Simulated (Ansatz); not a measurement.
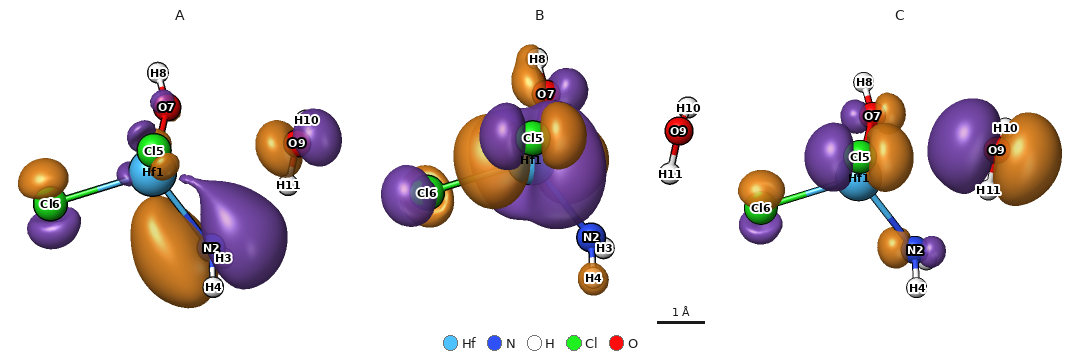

Figure. Cl2H3HfNO···H2O. Three frontier orbitals at ±0.1 Å⁻³ᐟ² (orange and purple are the two phases), in no order.

Core potentials replace the inner electrons of Hf; not at a stationary point (largest force 1.6 eV/Å).

Method: RKS BLYP-D4/def2-SVP (Ansatz).

```yaml
atoms:
  - { symbol: Hf, position_ang: [-0.0629, 0.0995, 0.1211] }
  - { symbol: N, position_ang: [0.0918, 0.0833, 2.2757] }
  - { symbol: H, position_ang: [-0.6617, -0.2290, 2.8983] }
  - { symbol: H, position_ang: [0.6784, 0.7577, 2.7889] }
  - { symbol: Cl, position_ang: [2.0409, 0.4161, -0.9487] }
  - { symbol: Cl, position_ang: [-1.3117, 2.0336, -0.4752] }
  - { symbol: O, position_ang: [-1.1760, -1.3860, -0.4003] }
  - { symbol: H, position_ang: [-1.8201, -1.8792, -0.9238] }
  - { symbol: O, position_ang: [1.5752, -2.4661, 1.2867] }
  - { symbol: H, position_ang: [0.8736, -3.1490, 1.2595] }
  - { symbol: H, position_ang: [1.2413, -1.8359, 1.9827] }
```

### Order the three orbitals by energy and name them.

C is the HOMO−1 (−6.73 eV). It lies mainly on O9 (about 70 %) and Cl5 (about 10 %); largely a lone pair of O9. A is the HOMO (−5.97 eV). It lies mainly on N2 (about 65 %), Hf1 (about 10 %) and O9 (about 10 %). B is the LUMO (−1.70 eV). By Hirshfeld shares it lies mainly on Hf1 (about 70 %), Cl5 (about 10 %), Cl6 (about 10 %) and O7 (about 5 %).

### What is the HOMO–LUMO gap?

4.27 eV between the orbital energies.
